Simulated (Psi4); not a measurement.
# M06-2X/6-311G(d,p) (sweep point 6) run of PH3S (SMILES [PH3]=S)

What is the energy change on altering one bond length of PH3S at M06-2X/6-311G** (sweep point 6)? 

Program for the calculation: Psi4 1.11.

## (1) Starting point

PH3S has 5 atoms, charge 0, and is taken as a singlet. SMILES: `[PH3]=S`. The shape is that of a GFN2-xTB optimisation.

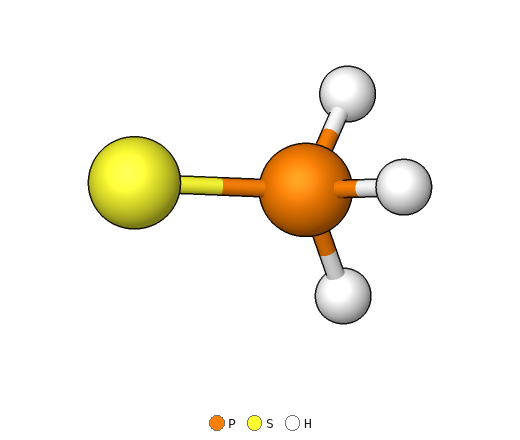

The structure, seen from a chosen angle (phosphorus orange, sulfur yellow, hydrogen white).

## (2) The energy at M06-2X/6-311G(d,p) (sweep point 6)

File calc.dat:

```
memory 1600 mb

molecule m {
  0 1
  P      0.007920    -0.006600     0.007660
  S      1.261690    -0.941140     1.111260
  H     -1.166840     0.461930     0.594540
  H     -0.532470    -0.676580    -1.089190
  H      0.429710     1.162380    -0.624270
  symmetry c1
}

set {
  basis                6-311G**
  puream               true
  scf_type             pk
  dft_radial_points    99
  dft_spherical_points 590
}

result = energy("m06-2x")
print_variables()
```

Launch:

```
psi4 calc.dat calc.out -n 1
```

calc.out:

```text
[...]
  Running in c1 symmetry.
[...]
  Nuclear repulsion =   93.089271308523081
[...]
  Multiplicity = 1
[...]
  Nalpha       = 17
  Nbeta        = 17
[...]
    Number of basis functions: 70
[...]
   @RKS iter   1:  -741.22274558106187   -1.77945e-03   7.15693e-03 ADIIS/DIIS
[...]
   @RKS iter   8:  -741.30016498836312   -1.31395e-08   1.74261e-07 DIIS
[...]
    Orbital Energies [Eh]
    ---------------------
    Doubly Occupied:
       1A    -89.853352     2A    -78.105986     3A     -8.221213
       4A     -6.930248     5A     -6.143587     6A     -6.137165
       7A     -6.137165     8A     -5.046667     9A     -5.046665
      10A     -5.046502    11A     -0.863953    12A     -0.705253
      13A     -0.516808    14A     -0.516546    15A     -0.433594
      16A     -0.296538    17A     -0.296505
[...]
  @RKS Final Energy:  -741.30016498836312
   => Energetics <=
    Nuclear Repulsion Energy =             93.0892713085230810
    One-Electron Energy =               -1208.9857751729059601
    Two-Electron Energy =                 398.3399715869395550
    DFT Exchange-Correlation Energy =     -23.7436327109199112
    Empirical Dispersion Energy =           0.0000000000000000
    VV10 Nonlocal Energy =                  0.0000000000000000
    Total Energy =                       -741.3001649883631217
[...]
 Multipole Moments:
 ------------------------------------------------------------------------------------
     Multipole            Electronic (a.u.)      Nuclear  (a.u.)        Total (a.u.)
 ------------------------------------------------------------------------------------
 L = 1.  Multiply by 2.5417464519 to convert [e a0] to [Debye]
 Dipole X            :          1.1882095           -2.3073834           -1.1191739
 Dipole Y            :         -0.8892690            1.7230471            0.8337781
 Dipole Z            :          1.0493762           -2.0341520           -0.9847757
 Magnitude           :                                                    1.7080748
[...]
```

It took 11 s on 1 thread of Intel Xeon Platinum 8488C (Sapphire Rapids), shared host; peak memory 0.81 GiB.

## (3) The distorted shape

File input.inp:

```
memory 1.6 GB

molecule {
  0 1
  P      0.278116     0.328391     0.556087
  S      1.531886    -0.606149     1.659687
  H     -0.896644     0.796921     1.142967
  H     -0.532470    -0.676580    -1.089190
  H      0.699906     1.497371    -0.075843
  units angstrom
  symmetry c1
}

set basis 6-311G**
set puream true
set scf_type pk
set dft_radial_points 99
set dft_spherical_points 590

result = energy('m06-2x')
```

Launch:

```
psi4 -i input.inp -o input.out -n 1
```

input.out:

```text
[...]
  Running in c1 symmetry.
[...]
  Nuclear repulsion =   90.579658817520325
[...]
  Multiplicity = 1
[...]
  Nalpha       = 17
  Nbeta        = 17
[...]
    Number of basis functions: 70
[...]
   @RKS iter   1:  -741.13002986885317   -1.16015e-01   7.34333e-03 ADIIS/DIIS
[...]
   @RKS iter   9:  -741.22886180469754   -1.88176e-08   3.69212e-07 DIIS
[...]
    Orbital Energies [Eh]
    ---------------------
    Doubly Occupied:
       1A    -89.876125     2A    -78.125233     3A     -8.243287
       4A     -6.945617     5A     -6.165298     6A     -6.159899
       7A     -6.158781     8A     -5.062396     9A     -5.061569
      10A     -5.061539    11A     -0.864941    12A     -0.696519
      13A     -0.521112    14A     -0.456700    15A     -0.416949
      16A     -0.311004    17A     -0.297718
[...]
  @RKS Final Energy:  -741.22886180469754
   => Energetics <=
    Nuclear Repulsion Energy =             90.5796588175203254
    One-Electron Energy =               -1203.6162714984061495
    Two-Electron Energy =                 395.4915580921290257
    DFT Exchange-Correlation Energy =     -23.6838072159407211
    Empirical Dispersion Energy =           0.0000000000000000
    VV10 Nonlocal Energy =                  0.0000000000000000
    Total Energy =                       -741.2288618046975444
[...]
 Multipole Moments:
 ------------------------------------------------------------------------------------
     Multipole            Electronic (a.u.)      Nuclear  (a.u.)        Total (a.u.)
 ------------------------------------------------------------------------------------
 L = 1.  Multiply by 2.5417464519 to convert [e a0] to [Debye]
 Dipole X            :          1.7678212           -2.5527637           -0.7849425
 Dipole Y            :         -0.4936586            1.4188228            0.9251641
 Dipole Z            :          2.0378343           -2.5322096           -0.4943754
 Magnitude           :                                                    1.3101414
[...]
```

It took 11 s on 1 thread of Intel Xeon Platinum 8488C (Sapphire Rapids), shared host; peak memory 0.79 GiB.

## (4) What came out

Level: M06-2X/6-311G** (sweep point 6).

| quantity | value |
| --- | --- |
| first shape: total energy | -741.30016 Eh |
| first shape: dipole moment | 4.34 D |
| first shape: HOMO energy | -8.07 eV |
| first shape: LUMO energy | 0.63 eV |
| first shape: HOMO–LUMO gap | 8.70 eV |
| distorted shape: total energy | -741.22886 Eh |
| distorted shape: dipole moment | 3.33 D |
| distorted shape: HOMO energy | -8.10 eV |
| distorted shape: LUMO energy | -1.80 eV |
| distorted shape: HOMO–LUMO gap | 6.30 eV |
| energy change with the P1–H4 bond stretched from 1.394 to 2.091 Å | 1.940 eV |

**Reading.** With the P1–H4 bond stretched from 1.394 to 2.091 Å the energy rises by 1.94 eV (45 kcal/mol). The first shape isn't relaxed at this level, so the change isn't measured from a minimum.
